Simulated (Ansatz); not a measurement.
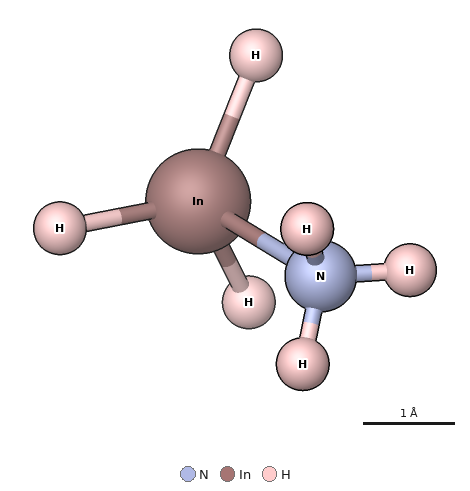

The input geometry (ball-and-stick view, seen at a tilt). Sticks mark near contacts. Bond lengths as drawn: H–In 1.74 Å, H–N 1.02 Å and In–N 2.39 Å.

# Run report: InNH₆, nudged elastic band

- system: InNH₆
- method: RKS r2SCAN/def2-mTZVP (Ansatz 0.2.0)

One setting was made poor on purpose. It belongs to a series of runs on one base structure; here: band between the two ends.

### Input
```yaml
crystal:
  periodic: [false, false, false]
  atoms:
    - { symbol: "N", position_ang: [-0.528193, 0.145362, -0.98403] }
    - { symbol: In, position_ang: [0.617217, -0.178539, 1.087684] }
    - { symbol: H, position_ang: [0.063329, -0.079559, -1.780047] }
    - { symbol: H, position_ang: [-1.356639, -0.440874, -1.048018] }
    - { symbol: H, position_ang: [-0.831373, 1.109574, -1.095927] }
    - { symbol: H, position_ang: [-0.702586, 0.311534, 2.112692] }
    - { symbol: H, position_ang: [0.927735, -1.878759, 0.875012] }
    - { symbol: H, position_ang: [1.902708, 0.954262, 0.776734] }
basis:
  gaussian: { orbitals: def2-mTZVP }
hamiltonian:
  xc: r2scan
neb:
  order_check: false
  images: 5
  f_tol: 0.5
  max_iterations: 60
  final_atoms:
    - { symbol: "N", position_ang: [-0.52806062, 0.14512926, -0.98357778] }
    - { symbol: In, position_ang: [0.61552506, -0.17749734, 1.08890105] }
    - { symbol: H, position_ang: [-1.17071067, -0.61806441, -1.17944048] }
    - { symbol: H, position_ang: [-1.07098698, 1.00479493, -0.98338922] }
    - { symbol: H, position_ang: [0.12269769, 0.19928793, -1.76296944] }
    - { symbol: H, position_ang: [-0.80457986, -0.18716055, 2.09775429] }
    - { symbol: H, position_ang: [1.35271522, -1.69718472, 0.66227701] }
    - { symbol: H, position_ang: [1.57559816, 1.2736959, 1.00454457] }
  initial_path:
    images:
      - { positions_ang: [[-0.528193, 0.145362, -0.98403], [0.617217, -0.178539, 1.087684], [0.063329, -0.079559, -1.780047], [-1.356639, -0.440874, -1.048018], [-0.831373, 1.109574, -1.095927], [-0.702586, 0.311534, 2.112692], [0.927735, -1.878759, 0.875012], [1.902708, 0.954262, 0.776734]] }
      - { positions_ang: [[-0.52856207, 0.1324923, -0.97859488], [0.5589726, -0.1688076, 1.00147161], [-0.09978986, -0.26537444, -1.73370201], [-1.40521121, -0.2099838, -0.97793054], [-0.61080835, 1.07579364, -1.22351823], [-0.71177475, 0.1820229, 2.1436103], [1.05050415, -1.83491287, 0.85167195], [1.83886749, 1.03177087, 0.8610918]] }
      - { positions_ang: [[-0.52893114, 0.1196226, -0.97315977], [0.5007282, -0.1590762, 0.91525923], [-0.26290872, -0.45118987, -1.68735701], [-1.45378341, 0.02090639, -0.90784308], [-0.39024371, 1.04201328, -1.35110947], [-0.7209635, 0.05251181, 2.17452859], [1.1732733, -1.79106675, 0.8283319], [1.77502698, 1.10927974, 0.94544961]] }
      - { positions_ang: [[-0.52930021, 0.1067529, -0.96772465], [0.4424838, -0.1493448, 0.82904684], [-0.42602757, -0.63700531, -1.64101202], [-1.50235562, 0.25179659, -0.83775562], [-0.16967906, 1.00823293, -1.4787007], [-0.73015226, -0.07699929, 2.20544689], [1.29604245, -1.74722062, 0.80499184], [1.71118647, 1.18678861, 1.02980741]] }
      - { positions_ang: [[-0.52888701, 0.11954502, -0.97300903], [0.50016422, -0.15872898, 0.91566491], [-0.67425527, -0.63069168, -1.48715484], [-1.35856607, 0.50279604, -0.88630015], [-0.07222014, 0.73858459, -1.57345695], [-0.75496146, -0.11371971, 2.16954936], [1.31493337, -1.73054199, 0.75742023], [1.66599036, 1.2157577, 1.02138646]] }
      - { positions_ang: [[-0.52847382, 0.13233714, -0.97829341], [0.55784464, -0.16811316, 1.00228298], [-0.92248297, -0.62437804, -1.33329766], [-1.21477652, 0.75379549, -0.93484468], [0.02523877, 0.46893626, -1.66821319], [-0.77977066, -0.15044013, 2.13365183], [1.3338243, -1.71386336, 0.70984862], [1.62079426, 1.2447268, 1.01296551]] }
      - { positions_ang: [[-0.52806062, 0.14512926, -0.98357778], [0.61552506, -0.17749734, 1.08890105], [-1.17071067, -0.61806441, -1.17944048], [-1.07098698, 1.00479493, -0.98338922], [0.12269769, 0.19928793, -1.76296944], [-0.80457986, -0.18716055, 2.09775429], [1.35271522, -1.69718472, 0.66227701], [1.57559816, 1.2736959, 1.00454457]] }
```

Machine: 1 thread of Arm Neoverse V1, 24 GiB of memory available, shared host.

Run as:
```bash
ansatz run input.yaml --threads 1 --pin off --max-ram 2048MiB --backend cpu --events-out ev --progress --plain --runs-dir out
```

### Log
```
Engine: ansatz 0.2.0, aarch64-unknown-linux-gnu
Functional definition: r2SCAN
  parameter k0 = 0.174
  parameter k1 = 0.065
  parameter a1 = 4.9479
  exchange = r2scan_x(k0 = k0, k1 = k1, a1 = a1)
  correlation = r2scan_c
766 factors; their error is unknown
mean field evaluation 1: about -6756.1033 eV, gradient 5.9e1 eV
mean field evaluation 2: about -6745.6085 eV, gradient 8.6e1 eV
mean field evaluation 4: about -6762.6322 eV, gradient 1.5e0 eV
mean field evaluation 8: about -6762.6414 eV, gradient 2.0e-2 eV
mean field evaluation 16: about -6762.6241 eV, gradient 5.6e-5 eV
mean field -6762.62409246 eV, -248.5218515268 hartree, gradient 5.6e-5 eV, S^2 0.000000; 0 other end points of the search recorded, 0 dependent functions left out
the calculation of the forces begins
reference -6762.62411246 eV, -248.5218522618 hartree; 17, 17 occupied and 56, 56 virtual orbitals, 766 factors
766 factors; their error is unknown
mean field evaluation 32: about -6762.6241 eV, gradient 4.4e-5 eV
mean field -6762.62409484 eV, -248.5218516143 hartree, gradient 4.4e-5 eV, S^2 0.000000; 0 other end points of the search recorded, 0 dependent functions left out
[... from here on the field's lines of each further geometry are left out, up to the last ...]
NEB iter   1: max|band force component| = 5.292e0 eV/Å  barrier→ = 0.9077 eV  barrier← = 0.9077 eV  Δτ_max = 0.2000 Å  (174 SCF iters)
NEB iter   2: max|band force component| = 1.448e0 eV/Å  barrier→ = 0.1484 eV  barrier← = 0.1484 eV  Δτ_max = 0.1329 Å  (142 SCF iters)
the calculation of the forces begins
reference -6762.61544308 eV, -248.5215336678 hartree; 17, 17 occupied and 56, 56 virtual orbitals, 766 factors
766 factors; their error is unknown
mean field evaluation 256: about -6762.6134 eV, gradient 1.4e-1 eV
mean field -6762.59707008 eV, -248.5208584726 hartree, gradient 1.8e-5 eV, S^2 0.000000; 1 other end points of the search recorded, 0 dependent functions left out
the calculation of the forces begins
reference -6762.59708954 eV, -248.5208591876 hartree; 17, 17 occupied and 56, 56 virtual orbitals, 766 factors
NEB iter   3: max|band force component| = 4.823e-1 eV/Å  barrier→ = 0.0270 eV  barrier← = 0.0270 eV  CI = image 3  Δτ_max = 0.0000 Å  (264 SCF iters)
```

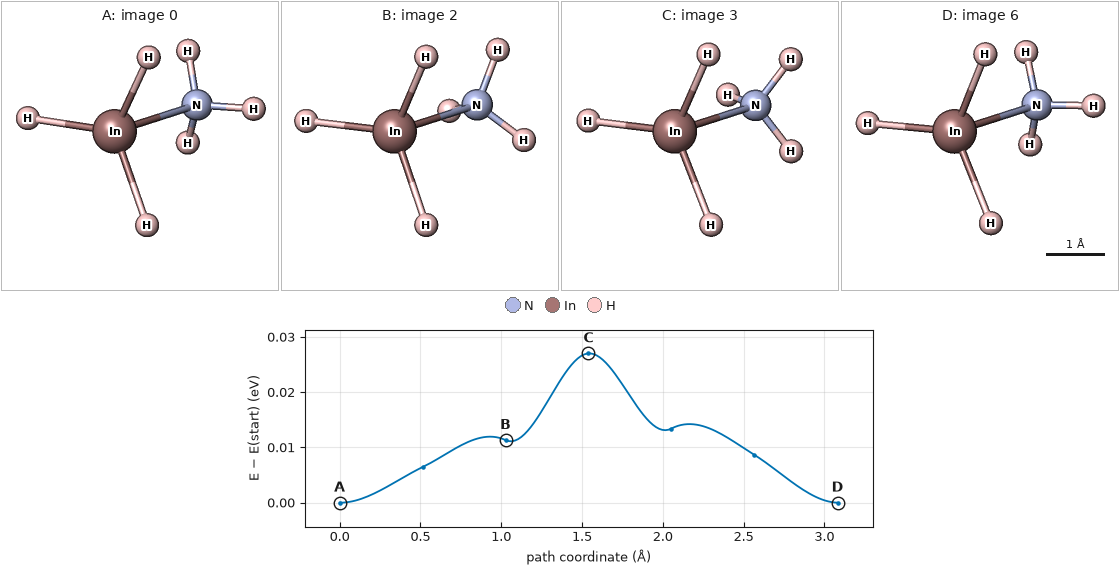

Images of the last band (counted from 0; ball-and-stick, seen at a tilt) above the energy along the path; the line is a cubic interpolation that uses the forces. The highest image is number 3, 0.027 eV above the start and 0.027 eV above the end (the climbing image); start and end have the same energy. The path is 3.08 Å long. The band converged in 3 iterations.

```
Total energy: -6762.59708954 eV, -248.5208591876 hartree
Atom 0 at    -0.516149     0.148197    -0.938615 Å, force    -0.151202     0.073331    -0.482396 eV/Å
Atom 1 at     0.617968    -0.175064     1.084204 Å, force    -0.013021    -0.049252     0.094565 eV/Å
Atom 2 at    -0.361067    -0.652163    -1.548177 Å, force    -0.035165    -0.017956     0.031774 eV/Å
Atom 3 at    -1.523577     0.265039    -0.854404 Å, force     0.015720    -0.045747     0.085035 eV/Å
Atom 4 at    -0.175461     0.961524    -1.447254 Å, force     0.037733     0.016597     0.065494 eV/Å
Atom 5 at    -0.803868    -0.065532     2.095932 Å, force     0.103314    -0.014147     0.035519 eV/Å
Atom 6 at     1.210578    -1.767020     0.645031 Å, force     0.021181     0.120213     0.096832 eV/Å
Atom 7 at     1.643773     1.228020     0.907383 Å, force     0.021440    -0.083040     0.073177 eV/Å
Dipole moment:    -0.475518     0.141475    -0.885949 e Å
this run last wrote the band of iteration 3 to [file]
```

### The last band as extended XYZ (Å, eV, eV/Å)
```
8
Properties=species:S:1:pos:R:3:forces:R:3 image=0 energy=-6762.62409
N    -0.5282    0.1454   -0.9840    0.0016   0.0000   0.0042
In    0.6172   -0.1785    1.0877    0.0017   0.0004   0.0022
H     0.0633   -0.0796   -1.7800   -0.0034   0.0008   0.0019
H    -1.3566   -0.4409   -1.0480    0.0017   0.0020  -0.0031
H    -0.8314    1.1096   -1.0959    0.0006  -0.0037  -0.0020
H    -0.7026    0.3115    2.1127   -0.0048   0.0014   0.0023
H     0.9277   -1.8788    0.8750   -0.0006  -0.0046  -0.0030
H     1.9027    0.9543    0.7767    0.0032   0.0039  -0.0026
8
Properties=species:S:1:pos:R:3:forces:R:3 image=1 energy=-6762.61763
N    -0.5381    0.1431   -1.0056    0.0712   0.0490   0.0615
In    0.6138   -0.1765    1.0881    0.0327  -0.0191   0.0335
H    -0.0638   -0.3069   -1.7849    0.0048  -0.0229   0.0367
H    -1.4859   -0.2232   -0.9755   -0.0060  -0.0049  -0.0007
H    -0.6029    1.1333   -1.2304   -0.0243  -0.0180   0.0146
H    -0.7229    0.1746    2.1483   -0.0325   0.0216  -0.0528
H     1.0550   -1.8431    0.8504   -0.0165  -0.0199  -0.0474
H     1.8370    1.0418    0.8537   -0.0294   0.0141  -0.0453
8
Properties=species:S:1:pos:R:3:forces:R:3 image=2 energy=-6762.61277
N    -0.5373    0.1452   -0.9995    0.1151   0.1545  -0.0364
In    0.6103   -0.1769    1.0762    0.0887  -0.0047   0.1438
H    -0.2313   -0.5027   -1.7184    0.0394  -0.1065  -0.0224
H    -1.5397    0.0308   -0.9008   -0.1377  -0.0387   0.0398
H    -0.3814    1.0811   -1.3687    0.0015  -0.0080   0.0602
H    -0.7534    0.0463    2.1431   -0.0074   0.0225  -0.0766
H     1.1619   -1.8080    0.8009   -0.0252   0.0180  -0.0604
H     1.7631    1.1272    0.9113   -0.0744  -0.0371  -0.0482
8
Properties=species:S:1:pos:R:3:forces:R:3 image=3 energy=-6762.59707
N    -0.5161    0.1482   -0.9386   -0.1512   0.0733  -0.4824
In    0.6180   -0.1751    1.0842   -0.0130  -0.0493   0.0946
H    -0.3611   -0.6522   -1.5482   -0.0352  -0.0180   0.0318
H    -1.5236    0.2650   -0.8544    0.0157  -0.0457   0.0850
H    -0.1755    0.9615   -1.4473    0.0377   0.0166   0.0655
H    -0.8039   -0.0655    2.0959    0.1033  -0.0141   0.0355
H     1.2106   -1.7670    0.6450    0.0212   0.1202   0.0968
H     1.6438    1.2280    0.9074    0.0214  -0.0830   0.0732
8
Properties=species:S:1:pos:R:3:forces:R:3 image=4 energy=-6762.61069
N    -0.5318    0.1502   -1.0000    0.1044   0.1270  -0.0103
In    0.6082   -0.1777    1.0768    0.1133   0.0123   0.1553
H    -0.6580   -0.7185   -1.5044   -0.0089  -0.2131  -0.0671
H    -1.4539    0.5458   -0.8628   -0.1944   0.0568   0.0947
H    -0.0409    0.7828   -1.6261    0.1033   0.0153   0.0230
H    -0.7826   -0.1177    2.1335    0.0063   0.0196  -0.0937
H     1.2966   -1.7451    0.7322   -0.0378   0.0426  -0.0574
H     1.6547    1.2232    0.9949   -0.0862  -0.0606  -0.0445
8
Properties=species:S:1:pos:R:3:forces:R:3 image=5 energy=-6762.61542
N    -0.5388    0.1415   -1.0071    0.0840   0.0815   0.1129
In    0.6122   -0.1762    1.0862    0.0470  -0.0248   0.0663
H    -0.9465   -0.7122   -1.3730   -0.0229  -0.1178  -0.0054
H    -1.2936    0.8130   -0.9089   -0.0811   0.0532   0.0395
H     0.0840    0.5065   -1.7215    0.0744  -0.0084  -0.0345
H    -0.7790   -0.1503    2.1359   -0.0313   0.0213  -0.0637
H     1.3288   -1.7216    0.7225   -0.0164   0.0013  -0.0573
H     1.6250    1.2424    1.0100   -0.0537  -0.0063  -0.0578
8
Properties=species:S:1:pos:R:3:forces:R:3 image=6 energy=-6762.62410
N    -0.5281    0.1451   -0.9836    0.0044  -0.0014   0.0067
In    0.6155   -0.1775    1.0889    0.0024  -0.0005   0.0021
H    -1.1707   -0.6181   -1.1794   -0.0033  -0.0010  -0.0021
H    -1.0710    1.0048   -0.9834   -0.0030   0.0027  -0.0013
H     0.1227    0.1993   -1.7630   -0.0001   0.0002  -0.0033
H    -0.8046   -0.1872    2.0978    0.0012   0.0002  -0.0037
H     1.3527   -1.6972    0.6623   -0.0004   0.0015   0.0013
H     1.5756    1.2737    1.0045   -0.0013  -0.0017   0.0003
```

### Summary

- outcome: converged
- barrier, forward: 0.027 eV
- barrier, backward: 0.027 eV
- wall time: 77 s
- peak memory: 0.13 GiB

### Remarks

A deliberately poor setting: loose force. The order of the saddle point was not checked.
